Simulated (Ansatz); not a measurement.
The starting structures come from a database of crystals and need not be the phases stable at ambient conditions.

 Where the default PAW files enter, the runs use the earlier of Ansatz's two default sets.

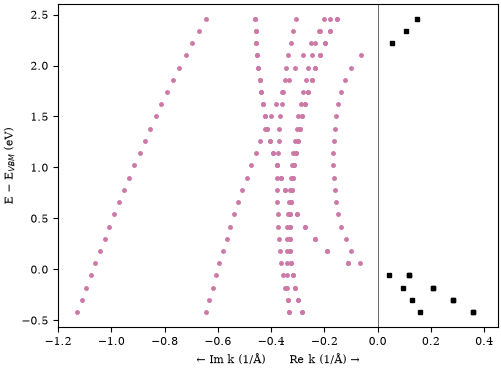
Fig. 1. Complex bands at the centre of the two-dimensional zone; PBEsol in Ansatz (a program for electronic structure)

The gap is the functional's own. No spin-orbit coupling. Mid-gap values are interpolated on the energy grid.

Task: This is Al2ZnSe4 (I-4, not sure to be the ambient phase, 7 atoms a cell, 24.1 Å³ an atom) along the normal of (001). Read off the slowest decay at the centre of the two-dimensional zone at 1.14 eV, the computed energy nearest the middle of the gap.

Result: κ ≈ 0.17 1/Å, a decay length 1/(2κ) of the density of 3.0 Å.
